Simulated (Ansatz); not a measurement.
Fields on a plane of ZnO (wurtzite)

```
CELL_PARAMETERS angstrom
      3.27991     0.00000     0.00000
     -1.63996     2.84049     0.00000
      0.00000     0.00000     5.29408
ATOMIC_POSITIONS crystal
  Zn 0.66667 0.33333 0.00214
  Zn 0.33333 0.66667 0.50214
  O  0.66667 0.33333 0.62306
  O  0.33333 0.66667 0.12306
```

The slice is a (1 -1 0 0) plane (indices of the conventional cell) through the point (0.667, 0.333, 0.623) (fractional), spanned by u = [110] and v = [001] in vectors of this cell: u (3.28 Å) and v (5.29 Å, at 90° to u). It covers one period; positions are fractions (u, v).

Atoms on it: Zn at (0.00, 0.38); O at (0.00, 0.00). Other atoms lie within 1 Å of the plane.

Calculation: PBE (plane waves to 420 eV, PAW, scalar-relativistic; Ansatz, a program for electronic structure). k mesh 12×12×6. These are valence fields of a PAW run, semicore shells included where kept as valence: close to a nucleus they are smooth pseudo fields. The PAW data are Ansatz's earlier set. ZnO was relaxed with its symmetry unable to fall.

| v \ u | 0.00 | 0.10 | 0.20 | 0.30 | 0.40 | 0.50 | 0.60 | 0.70 | 0.80 | 0.90 |
|---|---|---|---|---|---|---|---|---|---|---|
| 0.88 | 0.79 | 0.78 | 0.58 | 0.17 | 0.14 | 0.16 | 0.14 | 0.17 | 0.58 | 0.78 |
| 0.75 | 0.12 | 0.10 | 0.07 | 0.08 | 0.11 | 0.13 | 0.11 | 0.08 | 0.07 | 0.10 |
| 0.62 | 0.09 | 0.08 | 0.08 | 0.15 | 0.27 | 0.33 | 0.27 | 0.15 | 0.08 | 0.08 |
| 0.50 | 0.08 | 0.11 | 0.13 | 0.19 | 0.50 | 0.59 | 0.50 | 0.19 | 0.13 | 0.11 |
| 0.38 | x | x | 0.08 | 0.13 | 0.22 | 0.33 | 0.22 | 0.13 | 0.08 | x |
| 0.25 | 0.09 | 0.11 | 0.14 | 0.10 | 0.07 | 0.05 | 0.07 | 0.10 | 0.14 | 0.11 |
| 0.12 | 0.82 | 0.78 | 0.61 | 0.28 | 0.08 | 0.04 | 0.08 | 0.28 | 0.61 | 0.78 |
| 0.00 | x | x | 0.81 | 0.47 | 0.12 | 0.10 | 0.12 | 0.47 | 0.81 | x |

Values: electron localisation function (ELF). Points within 0.4 Å of a nucleus are blanked (x), as the pseudised field means little there.

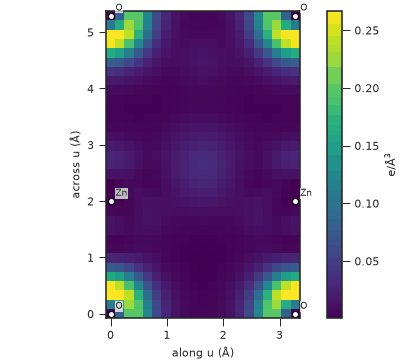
*Density of the highest valence band (whole band, smooth part) in e/Å³, one period of the plane, atoms marked. *

| Quantity | Value |
|---|---|
| Density on the Zn–O line (2.01 Å) at its density minimum, 1.0 Å from Zn | 0.55 e/Å³ |
| ELF at that point | 0.2 |
| Element round which the density of the highest valence band (whole band, smooth part) is largest on this plane | O |
| Element round which the density of the lowest conduction band (whole band as if filled, smooth part) is largest on this plane | O |
